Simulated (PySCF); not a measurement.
```yaml
atoms:
  - { symbol: C, position_ang: [-2.9198, 0.7012, -0.1332] }
  - { symbol: C, position_ang: [-2.4847, -0.6574, -0.6563] }
  - { symbol: C, position_ang: [-1.4980, -1.3279, 0.3170] }
  - { symbol: Al, position_ang: [0.0893, -0.1243, 0.4493] }
  - { symbol: S, position_ang: [1.0604, 0.6690, -1.3682] }
  - { symbol: C, position_ang: [2.6483, 1.0812, -0.5301] }
  - { symbol: C, position_ang: [3.4552, -0.1630, -0.2182] }
  - { symbol: H, position_ang: [-2.0277, 1.3202, 0.0439] }
  - { symbol: H, position_ang: [-3.4519, 0.6032, 0.8111] }
  - { symbol: H, position_ang: [-3.5592, 1.2185, -0.8449] }
  - { symbol: H, position_ang: [-3.3630, -1.2901, -0.8127] }
  - { symbol: H, position_ang: [-1.9961, -0.5221, -1.6282] }
  - { symbol: H, position_ang: [-1.2759, -2.3386, -0.0535] }
  - { symbol: H, position_ang: [-1.9882, -1.4721, 1.2892] }
  - { symbol: H, position_ang: [0.7524, 0.3638, 1.7583] }
  - { symbol: H, position_ang: [3.1776, 1.7359, -1.2208] }
  - { symbol: H, position_ang: [2.4227, 1.6350, 0.3858] }
  - { symbol: H, position_ang: [4.4117, 0.1102, 0.2250] }
  - { symbol: H, position_ang: [3.6365, -0.7377, -1.1236] }
  - { symbol: H, position_ang: [2.9054, -0.7945, 0.4877] }
```

Geometry: GFN2-xTB.

Computed with PBE0/pcSseg-1, SCF density, gas phase, non-relativistic in PySCF 2.14.0.

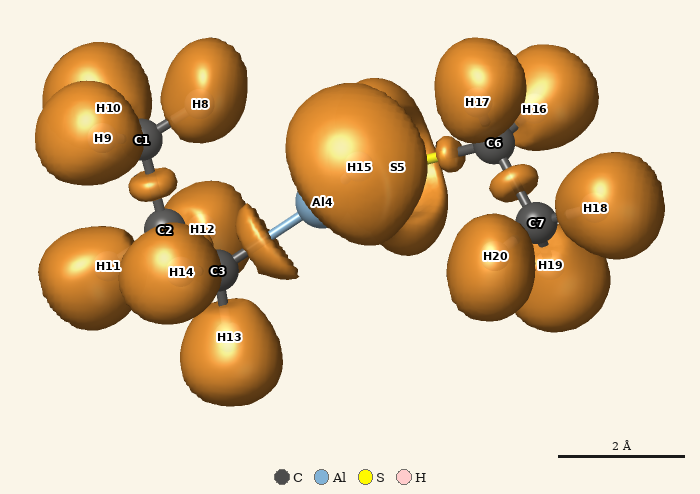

C5H13AlS (SMILES CC[CH2][AlH][S]CC). Isosurface of the electron localisation function at 0.85 (orange), seen at a tilt. Core shells and regions of very low density are left out.

### Describe the localisation domains.

At this value the surface marks out one region between bonded Al–C atoms (shared pairs), three regions between bonded C–C atoms (shared pairs), one region between bonded C–S atoms (shared pairs), 13 regions around hydrogen nuclei and one region on S in which the atom's valence shell and bonds are merged.

Values along the shortest contacts:
C–C (1.52 Å): the ELF peaks at about 0.95 between the atoms; a covalent bond. C–S (1.84 Å): the ELF peaks at about 0.90 between the atoms (a covalent bond).
